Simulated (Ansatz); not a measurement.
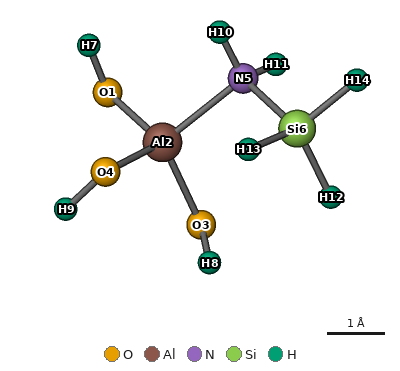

AlSiNH$_{8}$O$_{3}$ (coarse preliminary run), before the relaxation. A ball-and-stick model, seen at a tilt.

The start comes from a force field.

Level of theory: RKS PBE-D4/def2-SVP in Ansatz 0.2.0.

Input file:
```yaml
crystal:
  periodic: [false, false, false]
  atoms:
    - {symbol: O, position_ang: [-2.623700, 0.576000, 0.136700]}
    - {symbol: Al, position_ang: [-0.933200, 0.182000, 0.495100]}
    - {symbol: O, position_ang: [-0.924300, -1.315000, 1.537900]}
    - {symbol: O, position_ang: [-0.054900, 1.591500, 1.375900]}
    - {symbol: N, position_ang: [0.000900, -0.163800, -1.159900]}
    - {symbol: Si, position_ang: [1.710000, -0.532300, -0.791600]}
    - {symbol: H, position_ang: [-2.581600, 1.397600, -0.484900]}
    - {symbol: H, position_ang: [-0.014900, -1.218200, 2.066200]}
    - {symbol: H, position_ang: [-0.605100, 1.652400, 2.285900]}
    - {symbol: H, position_ang: [-0.033300, 0.688400, -1.733300]}
    - {symbol: H, position_ang: [-0.447400, -0.963400, -1.619900]}
    - {symbol: H, position_ang: [1.802100, -1.748000, 0.062700]}
    - {symbol: H, position_ang: [2.296600, 0.605500, -0.106300]}
    - {symbol: H, position_ang: [2.396000, -0.782100, -2.035700]}
basis:
  gaussian: {orbitals: def2-SVP}
hamiltonian: {xc: pbe, dispersion: d4}
relax: {f_tol: 0.03, max_steps: 200}
```

Launched with:
```bash
ansatz run in.yaml --threads 4 --pin off --events-out ev --progress --plain --max-ram 11315MiB
```

### Where does the relaxation end?

Over 31 accepted moves (36 points after the start) the energy falls by 1.454 eV. The largest force component goes from 3.6 to 0.02 eV/Å. The line search rejected the trial steps at points 19, 22, 25, 29, 33 of the run. The forces were under the threshold at step 20, but the run went on from there. H7 moves most after the best rigid fit: 1.39 Å. Largest moves by element: H 1.39 Å, O 1.27 Å, N 0.56 Å, Si 0.43 Å, Al 0.28 Å. Among the contacts that change: O3–Si6 3.603 → 2.665 Å, Al2–O4 1.880 → 1.743 Å, O4–H9 1.065 → 0.969 Å, O3–H8 1.056 → 0.970 Å. Among the angles between lasting bonds that change: Al2–O4–H9 101.6° → 119.8°, O3–Al2–N5 109.9° → 92.9°, Al2–O3–H8 102.4° → 119.1°. Groups turn about Al2–O3 by about 155°, Al2–N5 by about 70°, O1–Al2 by about 45°.

Final geometry:

```xyz
14

O    -2.4131   -0.2736    0.2062
Al   -0.8765    0.4315    0.6192
O     0.1696   -0.6616    1.5273
O    -0.7118    2.1426    0.9048
N     0.2660    0.3140   -1.0330
Si    1.5812   -0.9309   -0.7170
H    -3.1880    0.2994    0.1043
H    -0.2086   -1.4701    1.9075
H    -0.8142    2.4935    1.8023
H     0.6525    1.2550   -1.2054
H    -0.3000    0.0681   -1.8581
H     0.9657   -2.2754   -0.5109
H     2.5309   -0.4238    0.3125
H     2.3334   -0.9980   -2.0307
```

After the run, drawn alike:

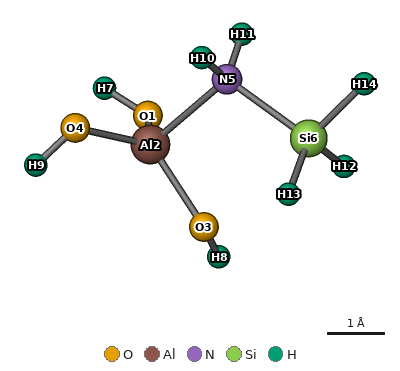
